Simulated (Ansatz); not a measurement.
```yaml
crystal:
  periodic: [false, false, false]
  atoms:
    - {symbol: F, position_ang: [1.205916, -1.404874, -0.944737]}
    - {symbol: C, position_ang: [0.734777, -0.230147, -0.485015]}
    - {symbol: Si, position_ang: [-0.524397, 0.159847, 0.345496]}
    - {symbol: F, position_ang: [-1.657840, -0.800492, 0.903146]}
    - {symbol: H, position_ang: [1.374828, 0.612688, -0.756419]}
    - {symbol: H, position_ang: [-0.781411, 1.558466, 0.706051]}
basis:
  gaussian: {orbitals: def2-TZVPP}
hamiltonian: {xc: {name: wB97M-V}}
```

Geometry: relaxed with PBE0-D4/def2-TZVP with one coordinate held away from its value at the minimum.

Work out the structure from the coordinates.

The molecule is CH₂F₂Si. SMILES: `F/C=[SiH]\F`. It has no ring. Among its groups: C–F bond, Si–H bond. All atoms lie on one plane. Coordination: 1 C trigonal planar; 1 Si trigonal planar.

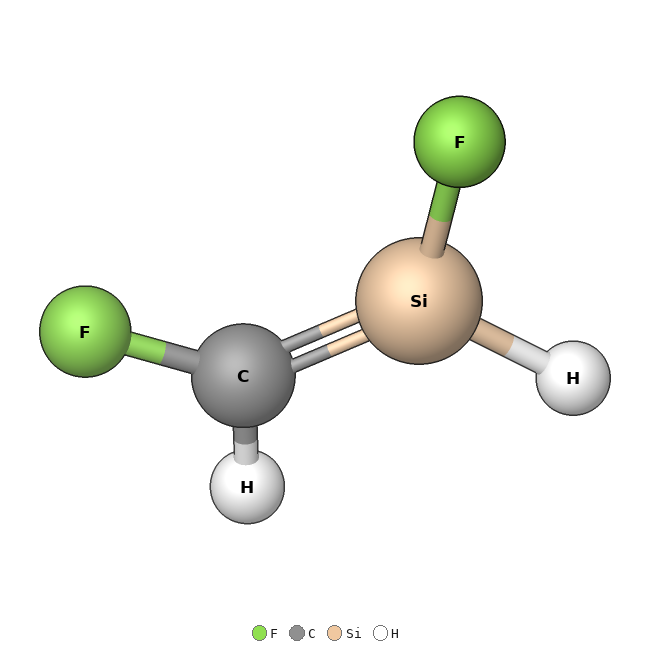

Simulated data, not a measurement (program: Ansatz).
